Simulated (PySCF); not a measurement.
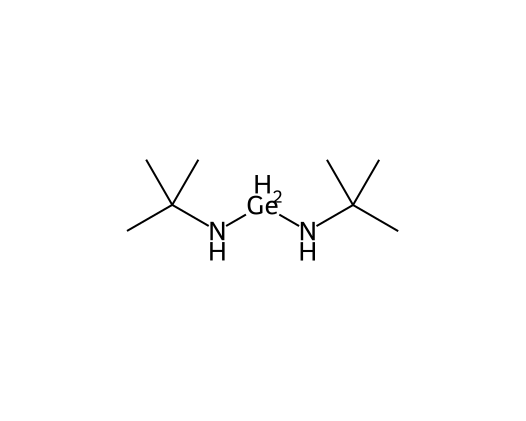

The drawing above gives the connectivity. The computed structure is the end point of a PBE0-D3(BJ)/def2-SVP optimisation. No frequency run is at hand to confirm it as a minimum.

What does the molecule look like in three dimensions?

It has 33 atoms: 8 carbon, 22 hydrogen, 1 germanium and 2 nitrogen (C₈H₂₂GeN₂). As SMILES it reads `CC(C)(C)[NH][GeH2][NH]C(C)(C)C`.

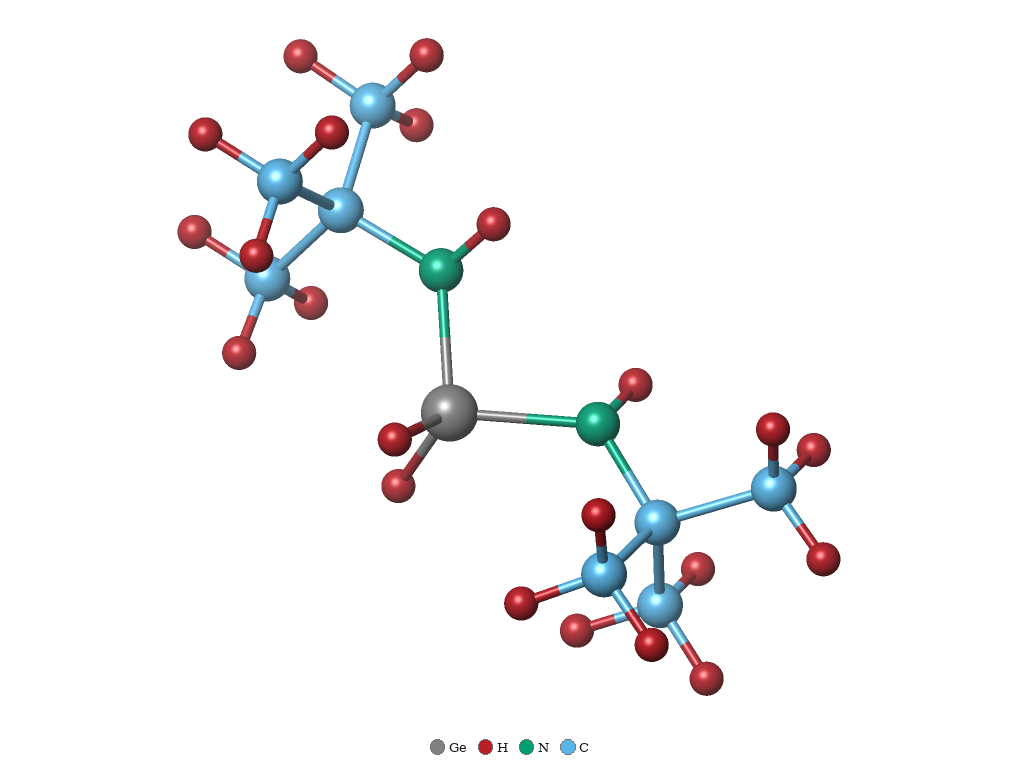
